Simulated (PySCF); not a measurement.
# Two runs on CH$_{3}$Cl$_{5}$Si$_{2}$

System: CH$_{3}$Cl$_{5}$Si$_{2}$.
Method of run 1: GIAO B97-2/pcSseg-1 NMR shielding, non-relativistic, IEF-PCM chloroform (PySCF 2.14.0).

The geometry comes from this level: GFN2-xTB. Text and figures count atoms from 1; the logs count them from 0 in places.

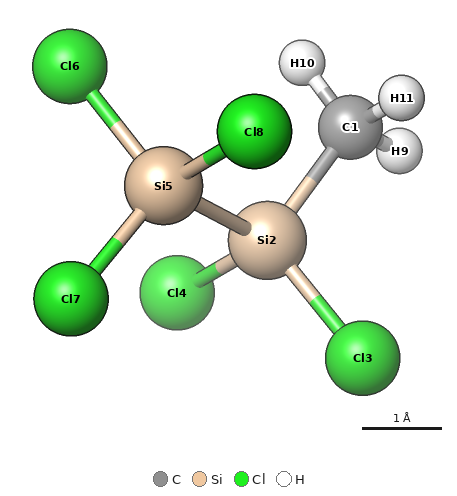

Figure 1. The structure (ball-and-stick view, seen at a tilt; atoms are numbered from 1 in the order of the input). Bond lengths as drawn: Cl–Si 2.02 to 2.03 Å, C–H 1.09 Å, C–Si 1.90 Å and Si–Si 2.34 Å.

The input, run 1:
```
{"job": {"xc": "B97-2", "basis": "pcSseg-1", "solvent": "chloroform", "kind": "nmr", "pop": true}, "charge": 0, "multiplicity": 1}
C     -1.713007     0.244322     0.370003
Si    -0.266929    -0.748572    -0.370756
Cl    -0.604732    -1.021421    -2.347404
Cl    -0.203347    -2.569075     0.511132
Si     1.743863     0.394639    -0.033365
Cl     2.059681     0.683076     1.947498
Cl     3.367481    -0.556267    -0.775847
Cl     1.661669     2.225513    -0.898118
H     -2.660869    -0.269138     0.227059
H     -1.580736     0.396472     1.437511
H     -1.797651     1.223122    -0.093676
```

The first line tells a small driver script what to run in PySCF; the rest is the geometry in Å.

Launched with:
```bash
OMP_NUM_THREADS=1 python <driver script> task.json out
```

Hardware: 1 CPU thread, shared host.

Output (run 1):
```
coarse grid: 14320 points
cycle   1  E = -2920.1452570284  dE =  9.437e-01  |g| = 5.953e-01  |ddm| = 3.323e+00
cycle   2  E = -2920.0699738307  dE =  7.528e-02  |g| = 8.137e-01  |ddm| = 1.583e+00
cycle   3  E = -2920.2426401659  dE = -1.727e-01  |g| = 5.712e-02  |ddm| = 9.552e-01
cycle   4  E = -2920.2433835850  dE = -7.434e-04  |g| = 2.301e-02  |ddm| = 8.148e-02
cycle   5  E = -2920.2435204009  dE = -1.368e-04  |g| = 6.360e-03  |ddm| = 2.938e-02
cycle   6  E = -2920.2435303998  dE = -9.999e-06  |g| = 1.171e-03  |ddm| = 7.229e-03
final grid: 109912 points
cycle   7  E = -2920.2378887609  dE = -4.524e-05  |g| = 1.115e-02  |ddm| = 2.674e-02
cycle   8  E = -2920.2378877277  dE =  1.033e-06  |g| = 8.419e-03  |ddm| = 1.642e-02
cycle   9  E = -2920.2379001746  dE = -1.245e-05  |g| = 2.271e-03  |ddm| = 1.098e-02
cycle  10  E = -2920.2379015676  dE = -1.393e-06  |g| = 2.114e-04  |ddm| = 2.782e-03
cycle  11  E = -2920.2379015793  dE = -1.179e-08  |g| = 3.025e-05  |ddm| = 2.596e-04
cycle  12  E = -2920.2379015795  dE = -1.528e-10  |g| = 1.288e-05  |ddm| = 3.512e-05
converged SCF energy = -2920.2379015795

GIAO shielding tensors (ppm)
atom      isotropic    diamagn.    paramagn.     s11        s22        s33       span
  0 C      176.565     254.719     -78.153    164.945    171.399    193.351     28.406
  1 Si     331.186     876.528    -545.342    296.409    336.293    360.857     64.448
  2 Cl     891.113    1148.630    -257.516    777.652    912.355    983.333    205.681
  3 Cl     891.115    1148.636    -257.521    777.691    912.329    983.326    205.635
  4 Si     335.723     874.176    -538.453    325.065    337.314    344.791     19.726
  5 Cl     814.345    1148.379    -334.034    696.628    797.271    949.135    252.507
  6 Cl     823.487    1146.916    -323.428    707.111    804.106    959.245    252.134
  7 Cl     814.382    1148.372    -333.990    696.677    797.268    949.200    252.523
  8 H       30.646      28.689       1.958     26.352     28.013     37.573     11.221
  9 H       30.929      30.814       0.115     26.481     29.212     37.094     10.613
 10 H       30.931      30.804       0.127     26.489     29.202     37.101     10.612
```

For run 2 the input was changed thus:
```diff
-"xc": "B97-2"
+"xc": "HF"
-"solvent": "chloroform"
+"solvent": "tetrahydrofuran"
-"pop": true
+"pop": false
```

Predict how the results change.

The total energies belong to different models, so their difference says nothing on which is more stable or more accurate. The HOMO goes from −8.26 to −11.32 eV. The LUMO goes from −0.86 to 2.70 eV. The dipole moment goes from 2.36 to 2.47 D. Of all shieldings, the largest change is that of Cl6 and Cl8, by +78.6 ppm. The method changes from B97-2 to HF. The SCF takes 10 iterations against 12.

Output (run 2):
```
final grid: 109912 points
cycle   1  E = -2914.9449336784  dE =  1.286e+00  |g| = 6.267e-01  |ddm| = 3.176e+00
cycle   2  E = -2915.0490459567  dE = -1.041e-01  |g| = 3.318e-01  |ddm| = 1.145e+00
cycle   3  E = -2915.0798058791  dE = -3.076e-02  |g| = 4.957e-02  |ddm| = 4.088e-01
cycle   4  E = -2915.0811695424  dE = -1.364e-03  |g| = 9.803e-03  |ddm| = 1.099e-01
cycle   5  E = -2915.0812259026  dE = -5.636e-05  |g| = 2.447e-03  |ddm| = 2.290e-02
cycle   6  E = -2915.0812301211  dE = -4.219e-06  |g| = 8.024e-04  |ddm| = 6.878e-03
cycle   7  E = -2915.0812305424  dE = -4.213e-07  |g| = 2.341e-04  |ddm| = 2.242e-03
cycle   8  E = -2915.0812305786  dE = -3.618e-08  |g| = 5.183e-05  |ddm| = 6.813e-04
cycle   9  E = -2915.0812305805  dE = -1.873e-09  |g| = 1.473e-05  |ddm| = 1.595e-04
cycle  10  E = -2915.0812305806  dE = -1.523e-10  |g| = 4.666e-06  |ddm| = 4.692e-05
converged SCF energy = -2915.0812305806

GIAO shielding tensors (ppm)
atom      isotropic    diamagn.    paramagn.     s11        s22        s33       span
  0 C      186.376     254.728     -68.352    176.575    183.274    199.279     22.704
  1 Si     372.594     872.944    -500.350    346.281    371.673    399.829     53.549
  2 Cl     956.871    1147.830    -190.959    857.348    978.983   1034.281    176.933
  3 Cl     956.888    1147.837    -190.949    857.407    978.978   1034.281    176.874
  4 Si     375.630     870.785    -495.155    369.120    376.422    381.347     12.227
  5 Cl     892.936    1147.587    -254.651    788.076    884.076   1006.657    218.582
  6 Cl     899.546    1146.140    -246.594    796.525    887.896   1014.218    217.693
  7 Cl     892.976    1147.580    -254.605    788.126    884.091   1006.711    218.585
  8 H       30.960      28.907       2.052     26.124     28.118     38.637     12.513
  9 H       31.310      31.018       0.292     26.508     29.346     38.075     11.567
 10 H       31.312      31.007       0.304     26.517     29.336     38.082     11.566
```

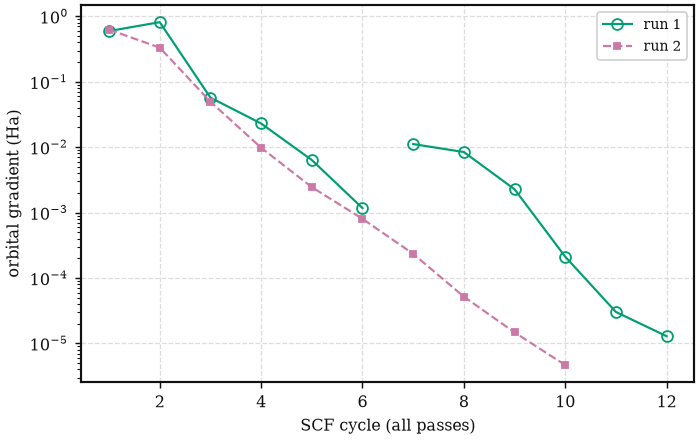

Figure 2. Convergence of the two runs: orbital gradient against the SCF cycle. A break in a curve parts two SCF passes (coarse and final grid). Run 1 takes 12 cycles in all, and run 2 takes 10.

The two runs side by side:

```csv
quantity,run 1,run 2
outcome,converged,converged
total energy (hartree),−2920.237902,−2915.081231
HOMO (eV),−8.26,−11.32
LUMO (eV),−0.86,2.70
dipole moment (D),2.36,2.47
shielding of Si2 (ppm),331.2,372.6
shielding of Cl3 (ppm),891.1,956.9
shielding of Cl4 (ppm),891.1,956.9
shielding of Si5 (ppm),335.7,375.6
shielding of Cl6 (ppm),814.3,892.9
shielding of Cl7 (ppm),823.5,899.5
shielding of Cl8 (ppm),814.4,893.0
SCF iterations,12,10
basis functions,200,200
wall time (shared host),27 s,18 s
```
